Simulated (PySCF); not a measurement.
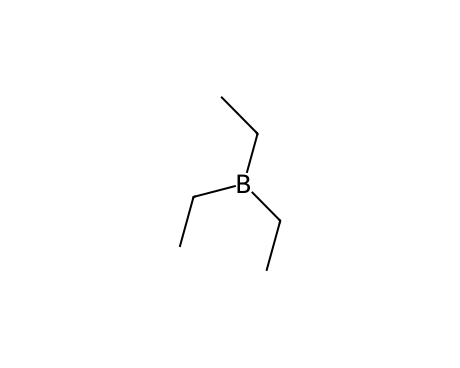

A structural formula.

Give its SMILES.

Answer. CCB(CC)CC

Give the formula, hydrogens included.

Answer. C6H15B.

An optimisation with GFN2-xTB gave a structure of which point group?

Answer. C1. Other conformers may differ.

More results for the same structure follow; atom numbers are the same in all pictures, views and colours differ. Computed geometry: GFN2-xTB optimisation. No frequency run is at hand to confirm it as a minimum.

**Electronic properties**

No frequency run is at hand to confirm it as a minimum. Properties computed with PBE0/pcSseg-1, gas phase (PySCF 2.14.0).

Give the HOMO energy (Kohn–Sham orbital) at this level.

Answer. −7.93 eV.

Give the HOMO–LUMO gap at this level.

Answer. 7.51 eV.

What is the dipole moment?

Answer. 0.10 D.

**Quadrupole coupling**

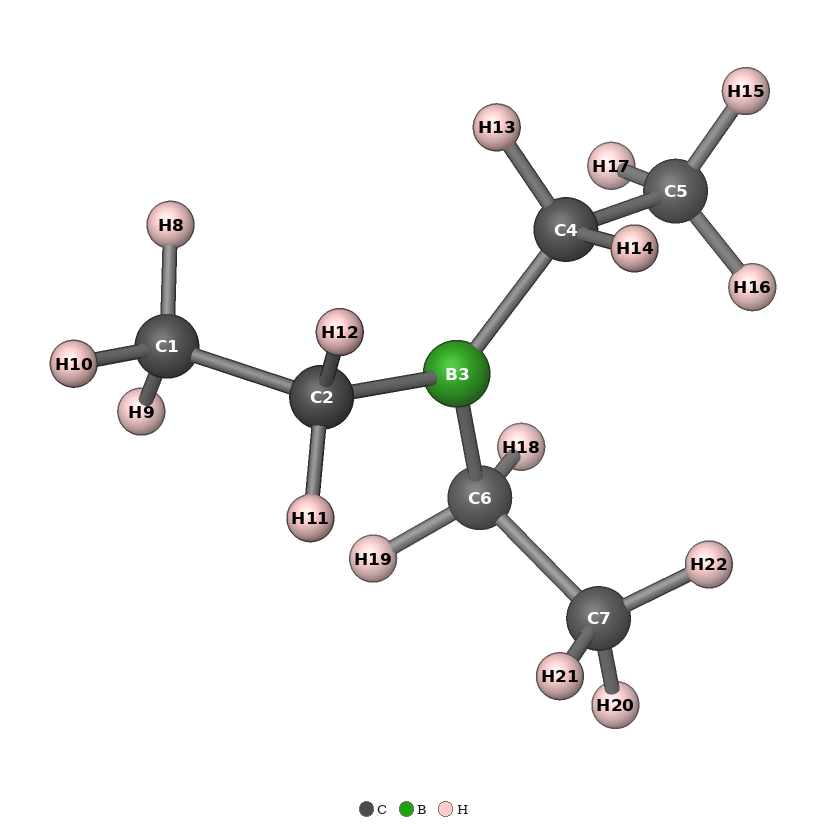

No frequency run is at hand to confirm it as a minimum. Electric field gradients from the ground-state density, PBE0/pcSseg-1 (PySCF 2.14.0), non-relativistic apart from any core potentials.

Give the largest field-gradient component, the quadrupole coupling constant and the asymmetry for 11B at B3 (Q = 40.59 mb), 2H at H8 (Q = 2.86 mb), 2H at H9 (Q = 2.86 mb), 2H at H10 (Q = 2.86 mb), 2H at H11 (Q = 2.86 mb).

| atom | V_zz (a.u.) | e²qQ/h (MHz) | η |
| --- | --- | --- | --- |
| B3 | 0.605 | 5.77 | 0.00 |
| H8 | 0.315 | 0.212 | 0.02 |
| H9 | 0.316 | 0.212 | 0.02 |
| H10 | 0.315 | 0.212 | 0.01 |
| H11 | 0.310 | 0.209 | 0.03 |

**Charges**

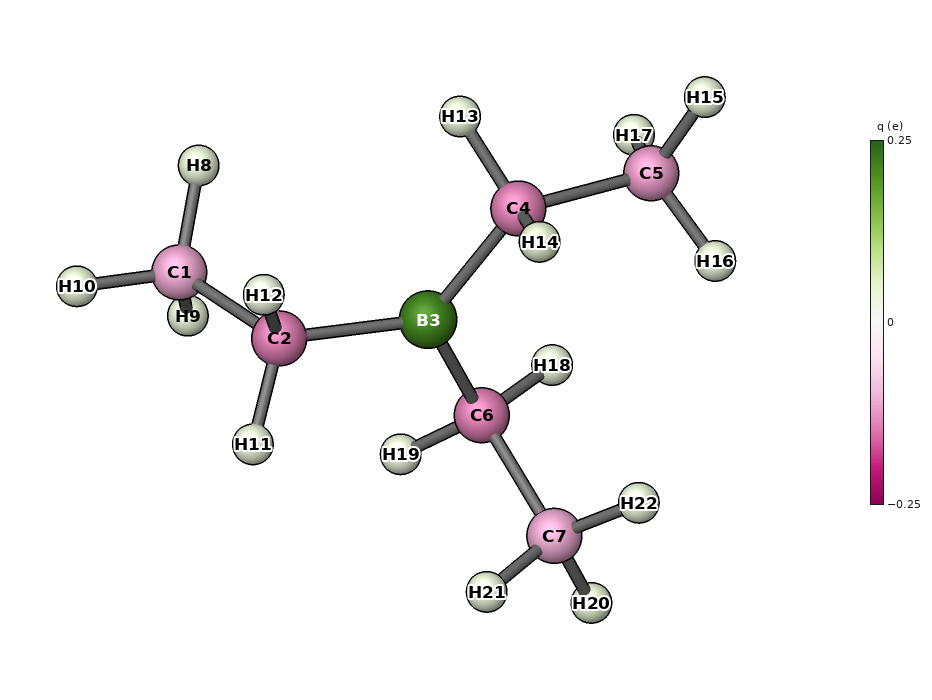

Atoms are coloured by their Hirshfeld charges. No frequency run is at hand to confirm it as a minimum. Properties computed with PBE0/pcSseg-1, gas phase (PySCF 2.14.0).

Give the Hirshfeld charges atom by atom.

```tsv
atom	value (e)
C1	−0.11
C2	−0.14
B3	0.21
C4	−0.14
C5	−0.12
C6	−0.14
C7	−0.11
H8	0.04
H9	0.04
H10	0.04
H11	0.03
H12	0.03
H13	0.04
H14	0.04
H15	0.04
H16	0.04
H17	0.04
H18	0.03
H19	0.03
H20	0.04
H21	0.04
H22	0.04
```

The geometry is semi-empirical. Around B such bond lengths and angles can be off by a tenth of an ångström or more and by several degrees, and values that hang on the shape move with them.
